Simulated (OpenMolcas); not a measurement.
## SnSiH4ClF: a line through the functionals

The species is SnSiH4ClF (8 atoms), meant as a singlet with charge 0. As SMILES, `[F][SnH]([SiH3])[Cl]`. The shape is that of a PBE0-D4/def2-TZVP optimisation.

The vertical ionisation energy (to the doublet cation) y, in eV, basis def2-SVP with a core potential; a is the functional's share of exact exchange. Programs: OpenMolcas 26.06.

```
functional     program     a  y (eV)
      BLYP  OpenMolcas     0    9.65
    revPBE  OpenMolcas     0    9.81
     B3LYP  OpenMolcas   0.2       ?
      PBE0  OpenMolcas  0.25   10.32
     BHLYP  OpenMolcas   0.5   10.55
```

Problem. Fit y = c + s·a to the known rows and predict B3LYP.

Solution. 
1. Means of the 4 rows: a = 0.1875, y = 10.082.
2. Σ(Δa)² = 0.17188, Σ(Δa·Δy) = 0.29313, so the slope is 0.29313/0.17188 = 1.7054.
3. Intercept: 10.082 − (1.7054) × 0.1875 = 9.762. The largest residual of the fit is 0.13.
4. B3LYP: 9.762 + (1.7054) × 0.2 = 10.10 eV.

The run gave 10.21 eV, so the prediction is off by -0.11 eV, within the largest residual. The rows mix families of semi-local functionals, which the line can't see. Spin-orbit coupling is left out.

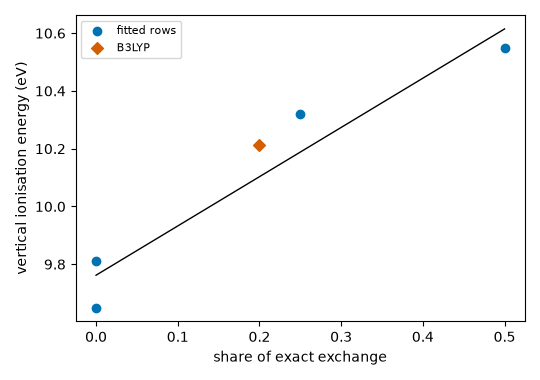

The fitted line, with the withheld row.
